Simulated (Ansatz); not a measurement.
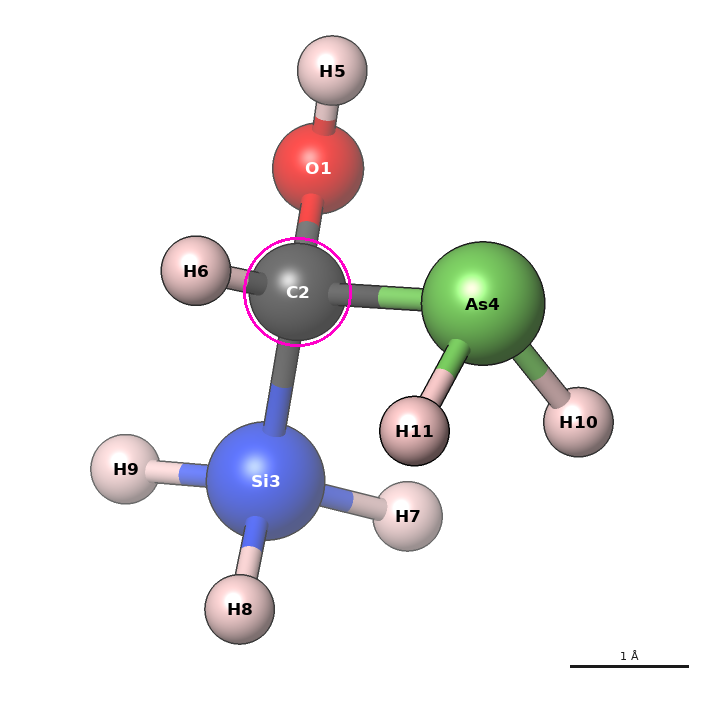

Orthographic view. Depth is shown by fading: the farther an atom, the more it takes the colour of the background. The geometry was computed by an optimisation with PBE0-D4/def2-TZVP. No frequency run is at hand to confirm it as a minimum.

**Which atoms are bonded to the circled atom?**

The circled atom is C2; it is bonded to O1, Si3, As4, H6.

**Of O1 and C2, which is nearer the viewer?**

C2; the bond to O1 points away from the viewer, so it looks shorter than its 1.42 Å.

**Which atom is nearest the viewer?**

H11, 2.3 Å in front of the mean position.
